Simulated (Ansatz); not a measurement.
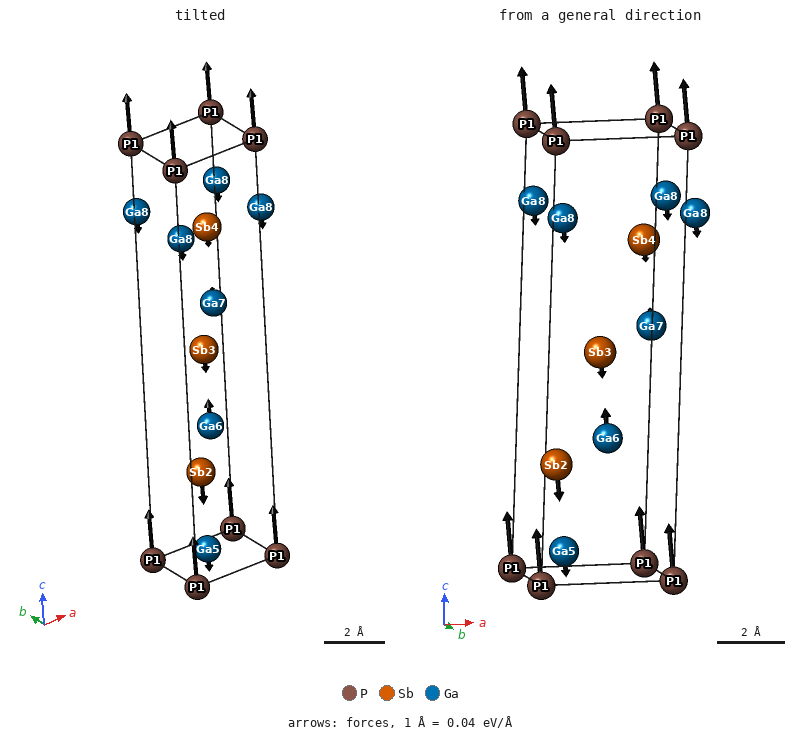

The image is a spheres-only drawing of a crystal, viewed slightly off an axis and from a general direction. The edges of the cell (the run's own, in a reduced setting) are marked. The arrows are the computed forces on the atoms.

System: Ga$_{4}$Sb$_{3}$P. Calculation details: Ansatz, DFT, PBE, plane waves, PAW; a 420 eV plane-wave basis, k-points about 0.22 Å⁻¹ apart, Fermi-Dirac smearing of 0.02 eV, no spin polarisation.

Has this structure been optimised to equilibrium?

Answer. No. The atoms still feel forces of up to about 0.055 eV/Å, above a usual threshold of 0.01 to 0.03 eV/Å.

Which atom feels the largest force?

Answer. P1, about 0.055 eV/Å.

The cell started as a structure type filled with these elements by a generator (whether the compound takes this form wasn't checked). Earlier steps of the study, as a rule a relaxation of our own, may have changed the cell and positions, so they can lie some per cent off the listed ones. It was run through Ansatz as a DFT input.
